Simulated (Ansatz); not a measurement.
# SiH3OF (SMILES O[SiH2]F) at B2PLYP/STO-3G

What is the energy change on altering one bond length of SiH3OF at B2PLYP/STO-3G? 

The calculation is run with Ansatz 0.2.0.

71 further runs of the same task are left out: 10 that didn't finish, 61 set aside as unsound or not needed.

### Step 1. Starting point

SiH3OF has 6 atoms, charge 0, and is taken as a singlet. SMILES: `O[SiH2]F`. The coordinates come from a PBE0-D4/def2-TZVP relaxation. This is one conformer, not always the lowest.

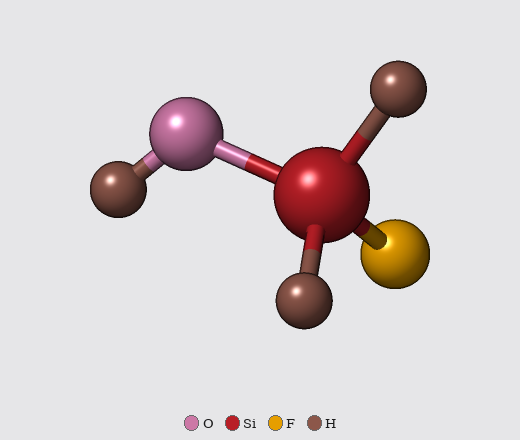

Viewed from a chosen angle; oxygen pink, silicon red, fluorine amber, hydrogen brown.

### Step 2. A single-point energy at B2PLYP/STO-3G

Input file input.yaml:

```yaml
crystal:
  periodic: [false, false, false]
  atoms:
    - {symbol: O, position_ang: [-0.853500, -0.209200, -0.924100]}
    - {symbol: Si, position_ang: [0.378300, -0.009300, 0.123900]}
    - {symbol: F, position_ang: [0.180800, -0.922800, 1.417800]}
    - {symbol: H, position_ang: [-1.714200, 0.150200, -0.705600]}
    - {symbol: H, position_ang: [1.595600, -0.458500, -0.575800]}
    - {symbol: H, position_ang: [0.455100, 1.385600, 0.617600]}
basis:
  gaussian:
    orbitals: STO-3G
total_charge: 0
hamiltonian:
  xc: {name: B2PLYP}
correlation:
  frozen_orbitals: {F: 1, H: 0, O: 1, Si: 5}
accuracy: high
```

Run with:

```console
$ ansatz run input.yaml --threads 1 --pin off --max-ram 2610MiB --events-out events.jsonl --progress --plain --runs-dir runs
```

Standard output:

```text
Warning: RAYON_NUM_THREADS=1 ignored (pool sized by the plan → 1); use --threads N
Functional definition: B2PLYP
  name "B2PLYP"
  parameter a = 0.53
  parameter c = 0.27
  exchange = (1 - a)*b88_x + a*exact_x
  correlation = (1 - c)*lyp_c + c*(mp2_os + mp2_ss)
413 factors; integrals over basis functions are off by at most 3.1e-8 eV
mean field evaluation 1: about -12518.1172 eV, gradient 2.5e1 eV
mean field evaluation 2: about -12518.1260 eV, gradient 2.5e1 eV
mean field evaluation 4: about -12520.3692 eV, gradient 7.9e-1 eV
mean field evaluation 8: about -12520.3707 eV, gradient 9.0e-3 eV
mean field evaluation 16: about -12520.3707 eV, gradient 6.1e-8 eV
mean field -12520.37073380 eV, -460.1151378551 hartree, gradient 6.0e-8 eV, S^2 0.000000; 0 other end points of the search recorded, 0 dependent functions left out
7 core orbitals not correlated: weight in the atoms' cores, before any rotation towards them, 1.000 or more for the frozen orbitals, at most 0.000 for the correlated occupied ones
reference -12520.37075026 eV, -460.1151384598 hartree; 10, 10 occupied and 5, 5 virtual orbitals, 413 factors
second order -3.17571909 eV of doubles, -0.00000000 eV of singles
Total energy: -12521.22819441 eV, -460.1466489512 hartree
```

Wall time 1.8 s (1 thread of Arm Neoverse V1, shared host); peak memory 0.1 GiB.

### Step 3. The distorted shape at the same level

Input file job.yaml:

```yaml
crystal:
  periodic: [false, false, false]
  atoms:
    - {symbol: O, position_ang: [-0.804122, 0.019189, -1.247594]}
    - {symbol: Si, position_ang: [0.427678, 0.219089, -0.199594]}
    - {symbol: F, position_ang: [0.180800, -0.922800, 1.417800]}
    - {symbol: H, position_ang: [-1.664822, 0.378589, -1.029094]}
    - {symbol: H, position_ang: [1.644978, -0.230111, -0.899294]}
    - {symbol: H, position_ang: [0.504478, 1.613989, 0.294106]}
basis:
  gaussian:
    orbitals: STO-3G
correlation:
  frozen_orbitals: {F: 1, H: 0, O: 1, Si: 5}
accuracy: high
hamiltonian:
  xc: {name: B2PLYP}
total_charge: 0
```

Run with:

```console
$ ansatz run job.yaml --threads 1 --pin off --max-ram 2610MiB --events-out events.jsonl --progress --plain --runs-dir runs
```

Standard output, shortened:

```text
Warning: RAYON_NUM_THREADS=1 ignored (pool sized by the plan → 1); use --threads N
[... 2 set-up lines as earlier in the session ...]
[...]
406 factors; integrals over basis functions are off by at most 3.7e-8 eV
[...]
mean field -12518.88946788 eV, -460.0607023365 hartree, gradient 8.3e-8 eV, S^2 0.000000; 0 other end points of the search recorded, 0 dependent functions left out
7 core orbitals not correlated: weight in the atoms' cores, before any rotation towards them, 1.000 or more for the frozen orbitals, at most 0.000 for the correlated occupied ones
reference -12518.88948448 eV, -460.0607029465 hartree; 10, 10 occupied and 5, 5 virtual orbitals, 406 factors
second order -3.70594885 eV of doubles, -0.00000000 eV of singles
Total energy: -12519.89009067 eV, -460.0974745457 hartree
```

Run time: 1.8 s. Hardware: 1 thread of Arm Neoverse V1, shared host; peak memory 0.1 GiB.

### Step 4. Summary of results

At B2PLYP/STO-3G, 7 core orbitals frozen:

```
                                                          quantity          value
                                         first shape: total energy  -460.14665 Eh
                                     distorted shape: total energy  -460.09747 Eh
energy change with the Si2–F3 bond stretched from 1.596 to 1.995 Å       1.338 eV
```

What this shows: With the Si2–F3 bond stretched from 1.596 to 1.995 Å the energy rises by 1.34 eV (129 kJ/mol). The first shape isn't relaxed at this level, so the change isn't measured from a minimum. The minimal basis adds a large error of its own.
